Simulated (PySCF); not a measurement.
```yaml
atoms:
  - { symbol: F, position_ang: [2.3257, -1.7289, -0.3907] }
  - { symbol: C, position_ang: [1.9010, -0.5496, 0.0927] }
  - { symbol: F, position_ang: [2.8597, 0.3459, -0.2027] }
  - { symbol: F, position_ang: [1.8877, -0.6672, 1.4244] }
  - { symbol: C, position_ang: [0.5484, -0.1514, -0.4909] }
  - { symbol: C, position_ang: [0.0990, 1.2059, 0.0651] }
  - { symbol: N, position_ang: [-1.3428, 1.1983, -0.0032] }
  - { symbol: Si, position_ang: [-1.9965, -0.3866, 0.1526] }
  - { symbol: N, position_ang: [-0.4513, -1.1059, -0.1126] }
  - { symbol: H, position_ang: [0.6924, -0.0930, -1.5830] }
  - { symbol: H, position_ang: [0.5116, 2.0243, -0.5330] }
  - { symbol: H, position_ang: [0.4635, 1.3127, 1.0963] }
  - { symbol: H, position_ang: [-1.7674, 2.0227, 0.3852] }
  - { symbol: H, position_ang: [-2.9837, -0.5479, -0.9137] }
  - { symbol: H, position_ang: [-2.4563, -0.8354, 1.4665] }
  - { symbol: H, position_ang: [-0.2986, -2.0350, -0.4644] }
```

Geometry: GFN2-xTB.

The calculation used PBE0/pcSseg-1, SCF density, gas phase, non-relativistic in PySCF 2.14.0.

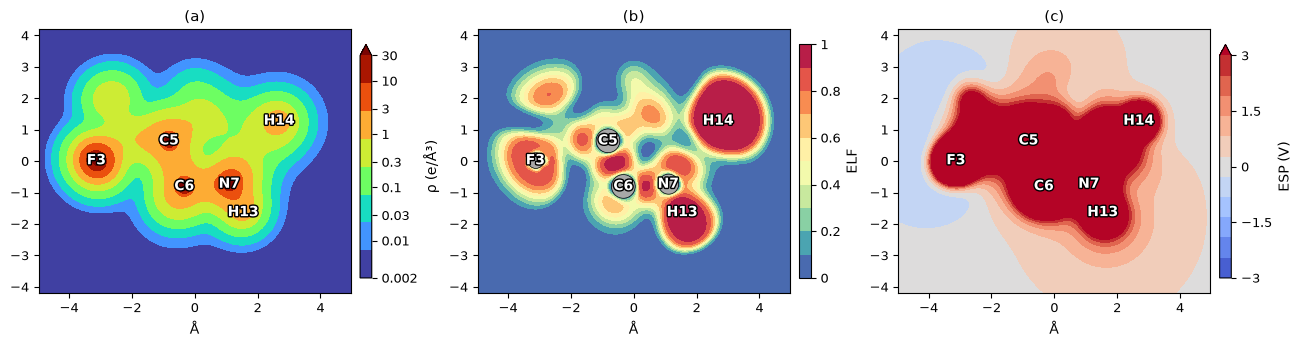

C3H7F3N2Si. (a) total electron density; (b) electron localisation function; (c) electrostatic potential on the plane of atoms C6, N7 and H13. Grey discs cover the atomic cores in the ELF map.

Q: Describe what can be read from this map.

A:
- The plane passes through F, C, N and H nuclei.
- C–N (1.44 Å): the density is about 1.9 e/Å³ at the midpoint; the ELF peaks at about 0.90 between the atoms; a covalent bond.
- C–C (1.53 Å): ρ is about 1.7 e/Å³ halfway; the ELF peaks at about 0.95 between the atoms, as expected for localised, covalent bonding.
- N–H (1.01 Å): ρ is about 2.8 e/Å³ halfway; the ELF climbs to about 1 towards the hydrogen, as it does in any bond to H: a covalent bond by its length.
- The ELF also peaks beside F3 and F1, away from the bonds: lone-pair regions.
- Outside the dense part of the molecule the potential is most negative (−0.7 V) near F3.
